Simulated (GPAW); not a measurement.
## SrCl2 (Fm-3m): ε∞ against volume

The cell of SrCl2 (Fm-3m) is scaled evenly and the response computed anew at each volume, on one mesh. The atoms keep their fractional positions.

The structure is cubic, space group Fm-3m (No. 225). Conventional cell: a = 6.977 Å, b = 6.977 Å, c = 6.977 Å, α = 90.00°, β = 90.00°, γ = 90.00°. Around Sr on site a lie 8 Cl at 3.02 Å. Cl on site c is surrounded by 4 Sr at 3.02 Å.

Method: GPAW 26.7.0, PBE, RPA, k-mesh 8×8×8, local fields up to 50 eV, Lorentzian half width 0.15 eV.

Launch of the response step: `OMP_NUM_THREADS=1 python df.py`. The series took 21.6 min in all, its band step included, on 1 thread of Arm Neoverse N1, with other jobs on the host.

| V/V₀ | V (Å³, primitive cell) | ε∞ |
| --- | --- | --- |
| 0.94 | 79.80 | ? |
| 0.96 | 81.50 | 2.7768 |
| 0.98 | 83.20 | 2.7481 |
| 1.00 | 84.90 | 2.7199 |
| 1.02 | 86.59 | 2.6936 |
| 1.04 | 88.29 | 2.6689 |
| 1.06 | 89.99 | 2.6450 |

For small changes the quantity should be close to linear in ln V.

Working, on the rows shown:

| x = ln(V/V₀) | y = ε∞ |
| --- | --- |
| -0.040822 | 2.7768 |
| -0.0202027 | 2.7481 |
| 0 | 2.7199 |
| 0.0198026 | 2.6936 |
| 0.0392207 | 2.6689 |
| 0.0582689 | 2.645 |

Means: x̄ = 0.0093779, ȳ = 2.7087. Σ(x − x̄)(y − ȳ) = -0.009149, Σ(x − x̄)² = 0.006873. Slope = -0.009149 / 0.006873 = -1.331; intercept = ȳ − slope · x̄ = 2.7212. The line misses the rows shown by at most 0.0014.

Question: Fill in the last column of the withheld row.

Answer: At x = -0.061875 the line gives y = 2.8036. The run gave 2.8076, so the extrapolation is off by 0.004, 2 % of the range in the table.

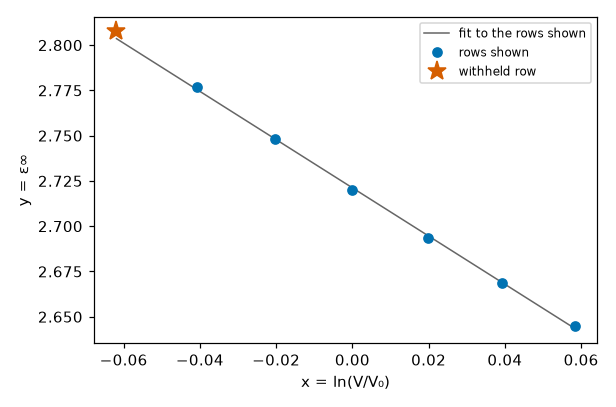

Between the rows on either side of x = 0 the slope is (2.6936 − 2.7481) / (0.019803 − (-0.020203)) = -1.362. So d ln ε∞/d ln V = -0.50 at V₀: ε∞ rises under slight compression. Fixed polarisabilities with Lorentz local fields (Clausius-Mossotti) would give −(ε − 1)(ε + 2)/3ε = -0.99, so the polarisability itself falls as the cell is compressed. Excitons are left out; PBE gaps are as a rule too small. The values come from a sum over the points of one k-mesh and carry its error, which grows as the direct gap shrinks. Spin-orbit coupling is left out.
